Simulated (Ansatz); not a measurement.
TaS₂ (CdI2 type)

```
CELL_PARAMETERS angstrom
      3.32937     0.00000     0.00000
     -1.66469     2.88332     0.00000
      0.00000     0.00000     5.78619
ATOMIC_POSITIONS crystal
  Ta 0.00000 0.00000 0.00000
  S  0.33333 0.66667 0.26690
  S  0.66667 0.33333 0.73310
```

This relaxed cell (volume V₀) is scaled evenly in all directions, its shape held. The atoms relax within the cell's symmetry.

Method: PBE-D3(BJ) (plane waves to 420 eV, PAW, scalar-relativistic; Ansatz, an electronic-structure program). k mesh 16×16×8 (Γ-centred), Fermi-Dirac smearing 0.05 eV. The energy includes the smearing's −TS. With the shape held, the modulus is that of even scaling; a crystal free to change shape is softer. Spin-orbit coupling is left out, though Ta is heavy. TaS2 is run without spin polarisation. TaS2 was relaxed with its symmetry unable to fall. The PAW data are Ansatz's earlier set. ΔE is measured from the relaxed starting cell.

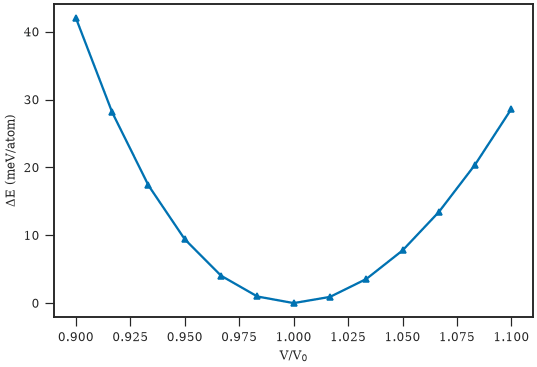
Figure: ΔE (meV/atom) against V/V₀; markers are the computed points, lines only join them.

Question: What is ΔE at V/V₀ = 1.100?

Answer: About 29 meV/atom.

Question: What bulk modulus at fixed cell shape B₀ follows from a third-order Birch-Murnaghan fit?

Answer: About 59 GPa.

Question: What is ΔE at V/V₀ = 0.900?

Answer: About 42 meV/atom.

(Under strain, the slope of the energy per volume gives the stress and its curvature an elastic modulus.)
